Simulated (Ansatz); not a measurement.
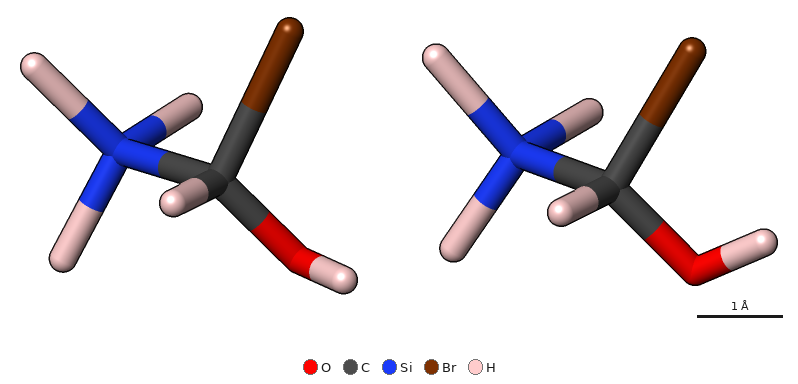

Two geometries of CH₅BrOSi, drawn at one scale. One is the start of a relaxation, the other its converged end. A stick model, seen from a free direction.

Computed with RKS PBE0/def2-mTZVP in Ansatz 0.2.0. (no spin polarisation; force threshold 0.015 eV/Å; at most 40 steps)

> Which one is relaxed?

The left one is the relaxed one. The run prepares an end point of a later path (torsion) calculation, from a guessed geometry. The largest move after the best rigid fit is that of an H atom, 0.51 Å. Largest moves by element: H 0.51 Å, Br 0.24 Å, O 0.21 Å, C 0.11 Å, Si 0.07 Å. Among the contacts that change: Br–C 1.927 → 2.015 Å, H–Si 1.557 → 1.482 Å, C–Si 1.837 → 1.905 Å, H–O 1.030 → 0.966 Å. Among the angles between lasting bonds that change: C–O–H 103.3° → 109.7°, O–C–Si 116.5° → 110.1°, H–Si–H 105.6° → 111.2°. Groups turn about C–O by about 45°. The energy falls by 48.8 kJ/mol in 8 accepted moves (9 points after the start). The largest force component goes from 2.5 to 0.0088 eV/Å. The line search rejected the trial step at point 5 of the run.
